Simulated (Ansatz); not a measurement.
**HBS (hydrogen boron sulfide) at 6 levels**

Aim: a comparison of 6 runs (HF/STO-3G, B3LYP/STO-3G, UPBE0/STO-3G, r2SCAN/STO-3G, MP2/STO-3G, CCSD/STO-3G) of HBS (hydrogen boron sulfide). 

Program for the calculation: Ansatz 0.2.0.

63 further runs of the same task are left out: 8 that didn't finish, 55 set aside as unsound or not needed.

## Step 1: Starting point

The species is HBS (3 atoms), meant as a singlet with charge 0. SMILES: `B=S`. The S2–B1 distance was set to 2.397 Å, away from the relaxed value.

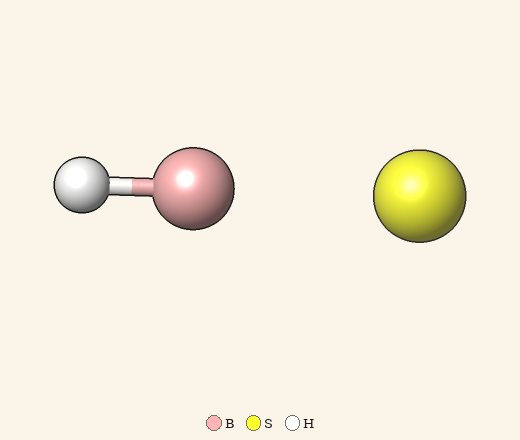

The structure, seen from a chosen angle (boron pink, sulfur yellow, hydrogen white).

## Step 2: The energy at HF/STO-3G (run 1)

The input, in.yaml:

```yaml
crystal:
  periodic: [false, false, false]
  atoms:
    - symbol: B
      position_ang: [-0.257582, -0.095663, 0.898795]
    - symbol: S
      position_ang: [0.399170, 0.147640, -1.393290]
    - symbol: H
      position_ang: [-0.579432, -0.214183, 2.022575]
basis:
  gaussian:
    orbitals: STO-3G
hamiltonian:
  xc: hf
accuracy: high
```

Started as:

```bash
$ ansatz run in.yaml --threads 1 --pin off --max-ram 3480MiB --events-out events.jsonl --progress --plain --runs-dir runs
```

Log:

```text
Warning: RAYON_NUM_THREADS=1 ignored (pool sized by the plan → 1); use --threads N
Functional definition: HF
  name "HF"
  exchange = exact_x
  correlation = 0
237 factors; integrals over basis functions are off by at most 2.6e-8 eV
mean field evaluation 1: about -11360.9804 eV, gradient 3.7e1 eV
mean field evaluation 2: about -11360.9758 eV, gradient 3.7e1 eV
mean field evaluation 4: about -11368.8674 eV, gradient 1.6e1 eV
mean field evaluation 8: about -11370.5395 eV, gradient 2.2e-1 eV
mean field evaluation 16: about -11370.5285 eV, gradient 3.3e-8 eV
mean field -11370.52847915 eV, -417.8592143876 hartree, gradient 3.3e-8 eV, S^2 0.000000; 0 other end points of the search recorded, 0 dependent functions left out
reference -11370.52847915 eV, -417.8592143876 hartree; 11, 11 occupied and 4, 4 virtual orbitals, 237 factors
Total energy: -11370.52847915 eV, -417.8592143876 hartree
```

It took 0.08 s on 1 thread of Arm Neoverse V1, shared host.

## Step 3: A single-point energy at B3LYP/STO-3G (run 2)

The input, in.yaml:

```yaml
basis:
  gaussian: {orbitals: STO-3G}
crystal:
  periodic: [false, false, false]
  atoms:
    - {symbol: B, position_ang: [-0.257582, -0.095663, 0.898795]}
    - {symbol: S, position_ang: [0.399170, 0.147640, -1.393290]}
    - {symbol: H, position_ang: [-0.579432, -0.214183, 2.022575]}
hamiltonian: {xc: {name: B3LYP}}
accuracy: high
```

Started as:

```bash
$ ansatz run in.yaml --threads 1 --pin off --max-ram 3480MiB --events-out events.jsonl --progress --plain --runs-dir runs
```

Log:

```text
Warning: RAYON_NUM_THREADS=1 ignored (pool sized by the plan → 1); use --threads N
Functional definition: B3LYP
  name "B3LYP"
  parameter a0 = 0.2
  parameter ax = 0.72
  parameter ac = 0.81
  exchange = (1 - a0 - ax)*slater_x + ax*b88_x + a0*exact_x
  correlation = (1 - ac)*vwn_rpa_c + ac*lyp_c
237 factors; integrals over basis functions are off by at most 2.6e-8 eV
mean field evaluation 1: about -11387.3722 eV, gradient 3.0e1 eV
mean field evaluation 2: about -11266.0251 eV, gradient 9.1e1 eV
mean field evaluation 4: about -11381.5377 eV, gradient 4.1e1 eV
mean field evaluation 8: about -11392.7826 eV, gradient 2.2e-1 eV
mean field -11392.78338674 eV, -418.6770671569 hartree, gradient 1.1e-8 eV, S^2 0.000000; 0 other end points of the search recorded, 0 dependent functions left out
reference -11392.78341110 eV, -418.6770680520 hartree; 11, 11 occupied and 4, 4 virtual orbitals, 237 factors
Total energy: -11392.78341110 eV, -418.6770680520 hartree
```

It took 0.62 s on 1 thread of Arm Neoverse V1, shared host.

Runs 3 to 5 aren't shown in full; the table further down has their settings and results.

## Step 4: A single-point energy at CCSD/STO-3G (run 6)

The input, in.yaml:

```yaml
crystal:
  periodic: [false, false, false]
  atoms:
    - {symbol: B, position_ang: [-0.257582, -0.095663, 0.898795]}
    - {symbol: S, position_ang: [0.399170, 0.147640, -1.393290]}
    - {symbol: H, position_ang: [-0.579432, -0.214183, 2.022575]}
basis:
  gaussian:
    orbitals: STO-3G
correlation:
  method: ccsd
  frozen_orbitals: {B: 1, H: 0, S: 5}
accuracy: high
scf:
  omitted_lower_state_checks: [cluster_reference, increment]
```

Started as:

```bash
$ ansatz run in.yaml --threads 1 --pin off --max-ram 3480MiB --events-out events.jsonl --progress --plain --runs-dir runs
```

Log:

```text
Warning: RAYON_NUM_THREADS=1 ignored (pool sized by the plan → 1); use --threads N
[... 13 lines left out ...]
6 core orbitals not correlated: weight in the atoms' cores, before any rotation towards them, 1.000 or more for the frozen orbitals, at most 0.000 for the correlated occupied ones
[... 35 lines left out ...]
Total energy: -11373.90992065 eV, -417.9834800709 hartree
Checks for a lower state left out: cluster_reference, increment
```

Wall time 0.16 s (1 thread of Arm Neoverse V1, shared host).

## Step 5: Overview of the runs

```csv
run,level,frozen core orbitals,energy (Eh),wall time
1,HF/STO-3G,–,-417.859214,0.08 s
2,B3LYP/STO-3G,–,-418.677068,0.62 s
3,UPBE0/STO-3G,–,-418.499867,12 s
4,r2SCAN/STO-3G,–,-418.638578,1.6 s
5,MP2/STO-3G,6,-417.913261,0.1 s
6,CCSD/STO-3G,6,-417.983480,0.16 s
```

## Step 6: What came out

```
                                          quantity          value
                               run 6: total energy  -417.98348 Eh
run 6: correlation energy (6 core orbitals frozen)     -124.3 mEh
                              run 6: T1 diagnostic          0.189
```

**Reading.** Below the HF energy at the same shape and in the same basis (STO-3G): MP2 -54.0 mEh; CCSD -124.3 mEh. Totals of different functionals can't be ranked against each other. In run 6 the T1 diagnostic is large, so a single reference may not serve. In runs 5, 6 the log says that unrestricted orbitals would lower the reference, so the values rest on an unstable closed-shell determinant (other closed-shell runs at this shape may share the fault). In runs 1, 2, 3, 4, 5, 6 the basis is minimal, so the values are rough. Spin contamination of the reference: run 3 ⟨S²⟩ = 0.71. Where it is this large, the reference is a mixture of spin states, and values that rest on it are in doubt. All runs together took 15 s, the longest 12 s.
